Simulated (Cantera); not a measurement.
Feed: 1 mol Zr, 0.049 mol O₂, 180 mol H₂, held at 1948 K.

Method: chemical equilibrium by Gibbs-energy minimisation in Cantera with the NASA 1993 tables (ideal gas, pure condensed phases). Candidate condensed phases: H₂O, Zr, ZrO₂; 12 gas species. Mutual solubility and eutectic melting of coexisting phases are not modelled. Condensed phases not in the tables: N, O or C dissolved in the metal. Equilibrium is a limit: real reactors are often held back by kinetics, nucleation or transport.

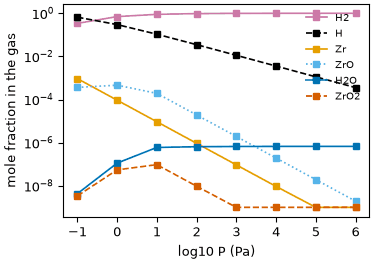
*Equilibrium gas composition (values under 1e-9 drawn at 1e-9)*

From 0.000750 Torr to 0.00750 Torr the condensed part is Zr(β). From 0.0750 Torr to 7500 Torr the condensed part is Zr(β) + ZrO₂(tetragonal).
